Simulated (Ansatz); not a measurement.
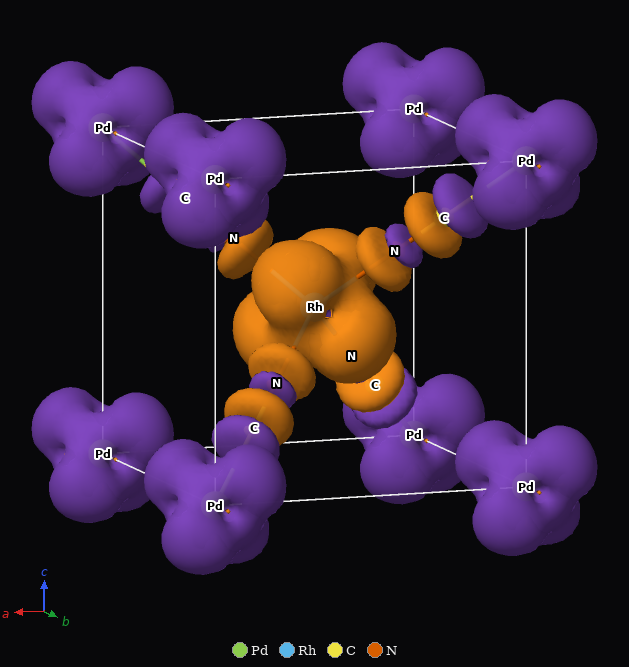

*PdRhC4N4. Isosurfaces of the magnetisation density (up minus down) at +0.015 (orange) and −0.015 e/Å³ (purple), seen at an oblique angle. Sticks mark near contacts.*

Space group P-43m; a structure generated by program, which may or may not match a known phase; spin-polarised.

Theory: DFT PBE, scalar-relativistic, plane waves, PAW in Ansatz 0.2.0.

Describe the spin distribution.

Answer. The spin density sits on Pd: −0.4 μB; Rh: +1.0 μB in one cell of 10 atoms: ferrimagnetic (opposed moments on unlike sites) in this solution. The cell of the calculation (10 atoms) carries 1.0 μB of net spin moment.
